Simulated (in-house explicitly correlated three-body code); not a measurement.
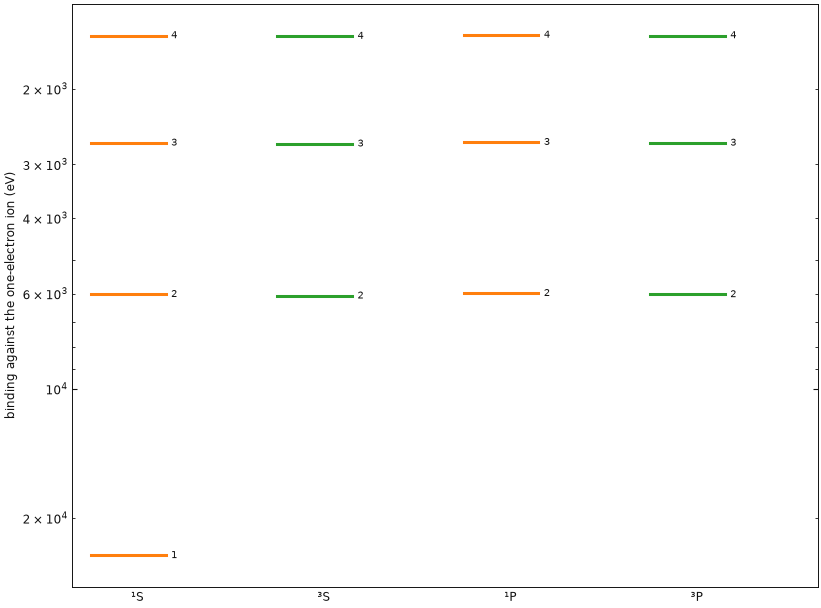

Two electrons around a point charge Z = 43 (Tc⁴¹⁺). Computed variationally in 260 exponentially correlated functions with an in-house code, non-relativistic, converged to about 10⁻⁸ of the energy. The plot shows the bound S and P states that converged, by term and principal number n, on a logarithmic scale of binding.

**How do singlets and triplets lie?**

The ground state is bound by 24.43 keV. The n = 2 states drawn run, from the deepest, 2 ³S (6071 eV), 2 ³P (6027 eV), 2 ¹S (6021 eV), 2 ¹P (5989 eV). Exchange puts 2 ³S below 2 ¹S by 49.5 eV and 2 ³P below 2 ¹P by 37.7 eV. Quantum defects n − (Z − 1)/√(2 E(binding)): 2 ³S 0.012, 2 ³P 0.004, 2 ¹S 0.003, 2 ¹P −0.002.
